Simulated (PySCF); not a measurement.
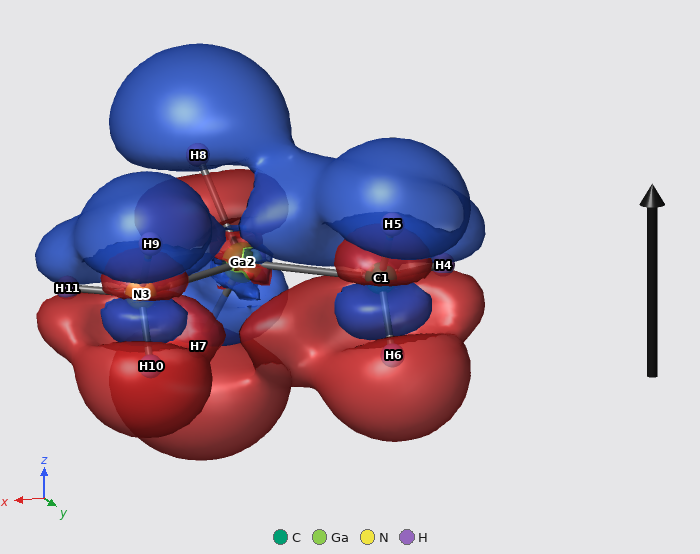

Figure. CH₈GaN, SMILES `[CH3][GaH2-][NH3+]`. Change of the electron density in a uniform field of 0.10 V/Å along +z (arrow), surfaces at ±0.0004 e/Å³ (red: gain, blue: loss).

PySCF calculation, CAM-B3LYP/def2-SVPD, gas phase; geometry: GFN2-xTB. No frequency check shows the geometry to be a minimum. GFN2-xTB bond lengths at metals and heavier atoms can be off by up to 0.1 Å and shapes distorted, which carries into these values.

The field was applied in both directions; the picture shows the one opposite to the script's first.

> How large is the response?

The induced dipole is 0.28 D (along the field); α along this axis, from the fields in both directions, is 55 bohr³ (8.1 Å³).
